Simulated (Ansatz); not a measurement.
# AlPNH4OF (SMILES [NH2][Al]([F])[PH]O): B2PLYP/def2-SVP

What is the vertical ionisation energy of AlPNH4OF at B2PLYP/def2-SVP? 

Program for the calculation: Ansatz 0.2.0.

147 further runs of the same task are left out: 147 set aside as unsound or not needed.

## 1. The molecule

AlPNH4OF has 9 atoms, charge 0, and is taken as a singlet. As SMILES, `[NH2][Al]([F])[PH]O`. The coordinates come from a PBE0-D4/def2-TZVP relaxation. This is one conformer, not always the lowest.

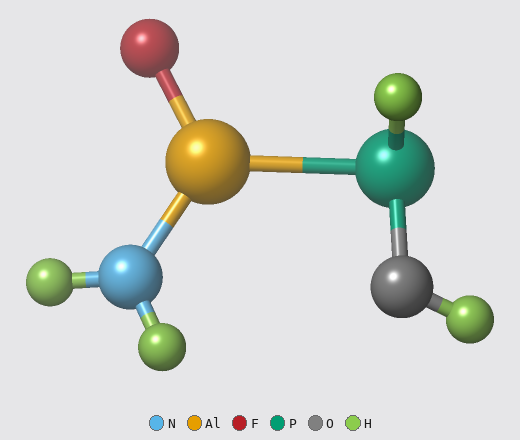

Viewed from a chosen angle; nitrogen blue, aluminium amber, fluorine red, phosphorus teal, oxygen grey, hydrogen green.

## 2. A single-point energy at B2PLYP/def2-SVP

The input, job.yaml:

```yaml
crystal:
  periodic: [false, false, false]
  atoms:
    - symbol: "N"
      position_ang: [1.489200, 1.004600, -0.185800]
    - symbol: Al
      position_ang: [0.882400, -0.572900, 0.285200]
    - symbol: F
      position_ang: [1.905300, -1.677400, 0.966000]
    - symbol: P
      position_ang: [-1.322700, -1.196100, -0.158400]
    - symbol: O
      position_ang: [-1.889900, 0.351100, -0.471500]
    - symbol: H
      position_ang: [0.893900, 1.722700, -0.565900]
    - symbol: H
      position_ang: [2.431700, 1.338900, -0.072400]
    - symbol: H
      position_ang: [-1.643200, -1.310200, 1.230300]
    - symbol: H
      position_ang: [-2.658100, 0.293000, -1.044600]
basis:
  gaussian:
    orbitals: def2-SVP
accuracy: high
hamiltonian:
  xc: {name: B2PLYP}
output:
  orbitals: {seedname: orbitals}
correlation:
  frozen_orbitals: {Al: 5, F: 1, H: 0, "N": 1, O: 1, P: 5}
```

Launch:

```
$ ansatz run job.yaml --threads 1 --pin off --max-ram 3480MiB --events-out events.jsonl --progress --plain --runs-dir runs
```

The program printed:

```text
Warning: RAYON_NUM_THREADS=1 ignored (pool sized by the plan → 1); use --threads N
Functional definition: B2PLYP
  name "B2PLYP"
  parameter a = 0.53
  parameter c = 0.27
  exchange = (1 - a)*b88_x + a*exact_x
  correlation = (1 - c)*lyp_c + c*(mp2_os + mp2_ss)
2114 factors; integrals over basis functions are off by at most 6.6e-9 eV
mean field evaluation 1: about -22171.3075 eV, gradient 6.5e1 eV
mean field evaluation 2: about -22171.6509 eV, gradient 6.5e1 eV
mean field evaluation 4: about -22179.4138 eV, gradient 3.4e0 eV
mean field evaluation 8: about -22179.4809 eV, gradient 4.7e-1 eV
mean field evaluation 16: about -22179.4816 eV, gradient 1.1e-4 eV
mean field -22179.48160014 eV, -815.0809150125 hartree, gradient 6.4e-8 eV, S^2 0.000000; 0 other end points of the search recorded, 0 dependent functions left out
13 core orbitals not correlated: weight in the atoms' cores, before any rotation towards them, 1.000 or more for the frozen orbitals, at most 0.000 for the correlated occupied ones
reference -22179.48162731 eV, -815.0809160109 hartree; 15, 15 occupied and 70, 70 virtual orbitals, 2114 factors
second order -23.73568205 eV of doubles, -0.00000000 eV of singles
Total energy: -22185.89026146 eV, -815.3164289721 hartree
```

It took 17 s on 1 thread of Arm Neoverse V1, shared host; peak memory 0.35 GiB.

## 3. The doublet cation, same level

The input, run.yaml:

```yaml
crystal:
  periodic: [false, false, false]
  atoms:
    - symbol: N
      position_ang: [1.489200, 1.004600, -0.185800]
    - symbol: Al
      position_ang: [0.882400, -0.572900, 0.285200]
    - symbol: F
      position_ang: [1.905300, -1.677400, 0.966000]
    - symbol: P
      position_ang: [-1.322700, -1.196100, -0.158400]
    - symbol: O
      position_ang: [-1.889900, 0.351100, -0.471500]
    - symbol: H
      position_ang: [0.893900, 1.722700, -0.565900]
    - symbol: H
      position_ang: [2.431700, 1.338900, -0.072400]
    - symbol: H
      position_ang: [-1.643200, -1.310200, 1.230300]
    - symbol: H
      position_ang: [-2.658100, 0.293000, -1.044600]
basis:
  gaussian: {orbitals: def2-SVP}
total_charge: 1
magnetization: {spin_polarized: true, initial_magnetization: 1}
hamiltonian: {xc: {name: B2PLYP}}
correlation: {frozen_orbitals: {Al: 5, F: 1, H: 0, "N": 1, O: 1, P: 5}}
accuracy: high
output: {orbitals: {seedname: orbitals}}
```

Launch:

```
$ ansatz run run.yaml --threads 1 --pin off --max-ram 3480MiB --events-out events.jsonl --progress --plain --runs-dir runs
```

The program printed (excerpt; [...] marks lines left out):

```text
Warning: RAYON_NUM_THREADS=1 ignored (pool sized by the plan → 1); use --threads N
[... 2 set-up lines as earlier in the session ...]
[...]
2112 factors; integrals over basis functions are off by at most 6.6e-9 eV
[...]
mean field -22170.68388443 eV, -814.7576049236 hartree, gradient 9.6e-8 eV, S^2 0.757690; 3 other end points of the search recorded, 0 dependent functions left out
13 core orbitals not correlated: weight in the atoms' cores, before any rotation towards them, 1.000 or more for the frozen orbitals, at most 0.000 for the correlated occupied ones
reference -22170.68391128 eV, -814.7576059103 hartree; 15, 14 occupied and 70, 71 virtual orbitals, 2112 factors
second order -23.45040994 eV of doubles, -0.00000000 eV of singles
Total energy: -22177.01552197 eV, -814.9902883112 hartree
```

Wall time 38 s (1 thread of Arm Neoverse V1, shared host); peak memory 0.72 GiB.

## 4. Summary of results

Level: B2PLYP/def2-SVP, 13 core orbitals frozen.

| quantity | value |
| --- | --- |
| singlet AlPNH4OF: total energy | -815.31643 Eh |
| singlet AlPNH4OF: HOMO energy (SCF part's orbitals) | -7.70 eV |
| singlet AlPNH4OF: LUMO energy (SCF part's orbitals) | 0.93 eV |
| singlet AlPNH4OF: HOMO–LUMO gap (SCF part's orbitals) | 8.62 eV |
| doublet cation: total energy | -814.99029 Eh |
| doublet cation: HOMO energy (SCF part's orbitals) (highest over α and β) | -13.32 eV |
| doublet cation: LUMO energy (SCF part's orbitals) (lowest over α and β) | -9.90 eV |
| doublet cation: ⟨S²⟩ | 0.758 |
| vertical ionisation energy (to the doublet cation) | 8.875 eV |

The vertical ionisation energy comes to 8.87 eV (856 kJ/mol). −ε(HOMO) before ionisation, 7.70 eV, is 1.18 eV below this ionisation energy.
